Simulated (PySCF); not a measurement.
```xyz
18

C     1.7845    2.3938    0.3979
C     1.8929    1.2096    0.1981
B     2.0267   -0.2728   -0.0349
C     1.0426   -1.2566    0.6588
Si   -0.4545   -1.5887   -0.4956
C    -1.3032    0.0332   -1.0192
C    -1.7797    0.8718    0.1630
H     1.6915    3.4286    0.5653
H     2.8609   -0.6595   -0.7653
H     0.6396   -0.8730    1.5961
H     1.4878   -2.2297    0.8617
H    -1.4074   -2.4276    0.2513
H    -0.0226   -2.3122   -1.7005
H    -2.1557   -0.1945   -1.6616
H    -0.6150    0.6318   -1.6195
H    -0.9326    1.1951    0.7634
H    -2.4538    0.2983    0.7960
H    -2.3110    1.7586   -0.1800
```

Geometry: GFN2-xTB.

All numbers below come from PySCF, wB97X-D/def2-SVPD, SCF density, gas phase.

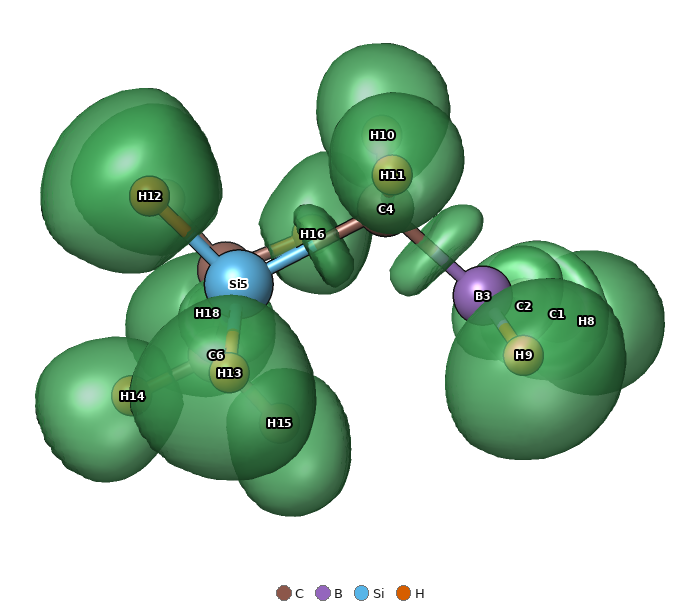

C5H11BSi (SMILES C#CBC[SiH2]CC). Isosurface of the ELF at 0.85 (green), seen from one side. Core shells and regions of very low density are left out.

Q: What do the ELF domains correspond to?

A: The surface consists of two regions between bonded B–C atoms (shared pairs), two regions between bonded C–C atoms (shared pairs), two regions between bonded C–Si atoms (shared pairs) and eleven regions around hydrogen nuclei. Along the contacts the grid gives the following. C–C (1.21 Å): the ELF peaks at about 0.85 between the atoms (a multiple bond). C–B (1.51 Å): the ELF peaks at about 1 between the atoms; a covalent bond.
